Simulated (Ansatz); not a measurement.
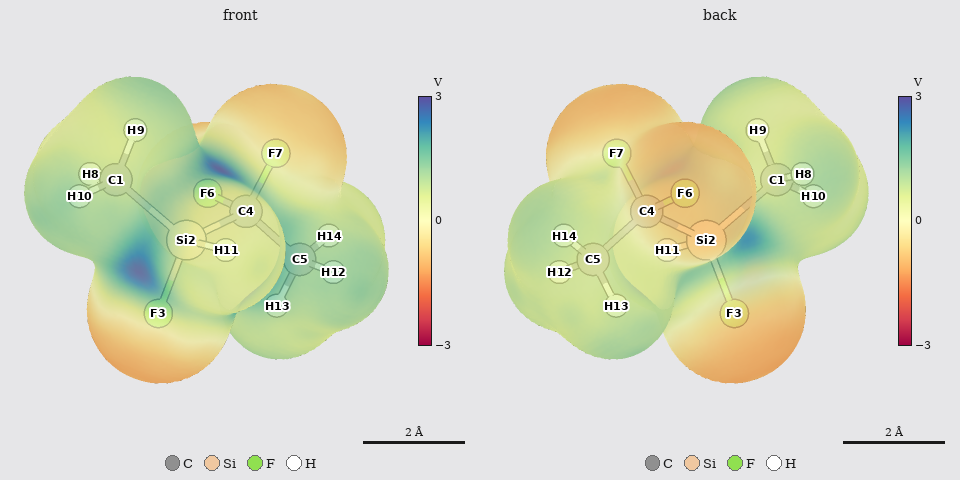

Figure 1: C₃H₇F₃Si (SMILES C[SiH](F)C(C)(F)F). The electrostatic potential painted on the density surface at 0.004 e/bohr³, seen from the front and from behind; red is negative and blue positive.

These are results of Ansatz, RKS BHLYP/def2-SVP, not measurements.

The calculation's input:

```
crystal:
  periodic: [false, false, false]
  atoms:
    - { symbol: C, position_ang: [-0.1554, -2.038, 0.1481] }
    - { symbol: Si, position_ang: [0.5564, -0.4763, 0.8815] }
    - { symbol: F, position_ang: [2.0678, -0.4471, 0.401] }
    - { symbol: C, position_ang: [-0.2153, 1.0856, 0.3013] }
    - { symbol: C, position_ang: [0.22858, 2.39537, 0.92711] }
    - { symbol: F, position_ang: [0.11177, 1.2223, -1.09362] }
    - { symbol: F, position_ang: [-1.56245, 0.9959, 0.29914] }
    - { symbol: H, position_ang: [-0.1209, -1.9421, -0.9631] }
    - { symbol: H, position_ang: [-1.2501, -2.0704, 0.4705] }
    - { symbol: H, position_ang: [0.322, -2.894, 0.4897] }
    - { symbol: H, position_ang: [0.5275, -0.6116, 2.3873] }
    - { symbol: H, position_ang: [-0.09393, 2.37311, 1.98728] }
    - { symbol: H, position_ang: [1.29095, 2.60124, 0.80517] }
    - { symbol: H, position_ang: [-0.30078, 3.23594, 0.41173] }
basis:
  gaussian: { orbitals: def2-SVP }
hamiltonian:
  xc: { name: BHLYP }
relax:
  f_tol: 0.015
  max_steps: 40
output:
  orbitals: {}
```

Command:

```sh
ansatz run input.yaml --threads 2 --pin off --max-ram 3072MiB --backend cpu --events-out ev --progress --plain --runs-dir out
```

The fields are those of the relaxed geometry.

### Describe the electrostatic potential map.

The most negative region (about −1.2 V) lies over F3, the most positive (about +2.6 V) over Si2.
